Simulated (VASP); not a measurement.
Consider the following.

```
KTaO3
1.0
    4.01917     0.00000     0.00000
    0.00000     4.01917     0.00000
    0.00000     0.00000     4.01917
K Ta O
1 1 3
Cartesian
  0.00000   0.00000   0.00000
  2.00959   2.00959   2.00959
  2.00959   0.00000   2.00959
  0.00000   2.00959   2.00959
  2.00959   2.00959   0.00000
```

These are TPSS meta-GGA, VASP's PBE PAW potentials (set 64) (plane waves; VASP) values and carry that method's errors. Numerical set-up: 520 eV cut-off, 6×6×6 Γ-centred mesh, tetrahedra with Blöchl corrections, potentials K_sv Ta_pv O.

Unless said otherwise, spin-orbit coupling is left out, though it shifts the bands of the heavy elements here.

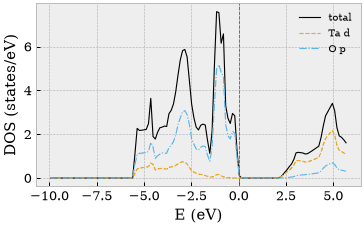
Figure. Total and projected density of states, zero at the valence-band maximum

Within 2 eV below the valence-band maximum the largest weight inside VASP's projection spheres is O p.

The gap is indirect, 2.18 eV, from the valence maximum at R to the conduction minimum at Γ.

The compound is KTaO3 in the cubic perovskite structure. It was relaxed first.
